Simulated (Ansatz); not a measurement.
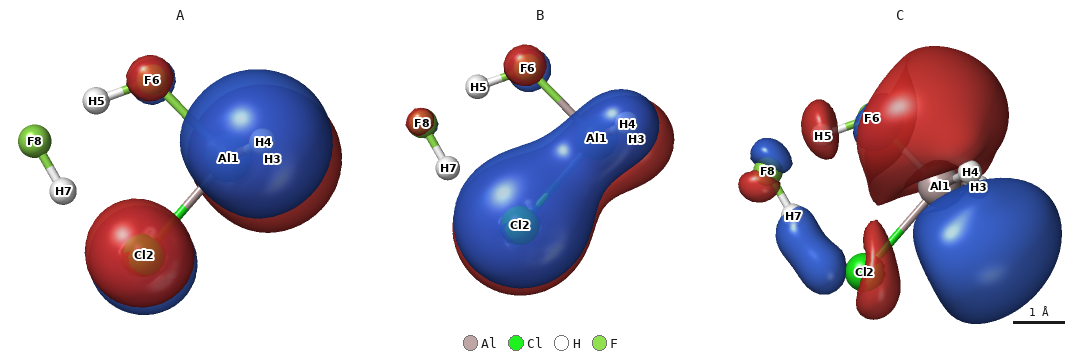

The picture shows: AlClFH$_{3}$···HF. Three frontier orbitals at ±0.08 Å⁻³ᐟ² (red and blue are the two phases), in no order.

Method: RKS revPBE-D4/def2-SVP (Ansatz).

```yaml
atoms:
  - { symbol: Al, position_ang: [-0.7843, -0.4558, -0.8851] }
  - { symbol: Cl, position_ang: [1.0852, 0.7955, -1.2143] }
  - { symbol: H, position_ang: [-0.5321, -1.9553, -1.3489] }
  - { symbol: H, position_ang: [-2.0839, 0.4294, -1.1206] }
  - { symbol: H, position_ang: [0.2198, 0.0287, 1.4024] }
  - { symbol: F, position_ang: [-0.5996, -0.5181, 1.0301] }
  - { symbol: H, position_ang: [1.4147, 0.9149, 0.5703] }
  - { symbol: F, position_ang: [1.2803, 0.7608, 1.5661] }
```

Order the three orbitals by energy and name them.

Answer. B is the HOMO−1 (−8.17 eV). Its weight (Hirshfeld) is mainly on Cl2 (about 75 %) and Al1 (about 10 %); largely a lone pair of Cl2. A is the HOMO (−6.95 eV). It lies mainly on Al1 (about 30 %), H4 (about 25 %), H3 (about 25 %) and Cl2 (about 20 %). C is the LUMO (−0.56 eV). By Hirshfeld shares it lies mainly on Al1 (about 65 %), F6 (about 10 %), Cl2 (about 10 %), H3 (about 5 %) and H4 (about 5 %).

What is the HOMO–LUMO gap?

Answer. 6.39 eV between the orbital energies.
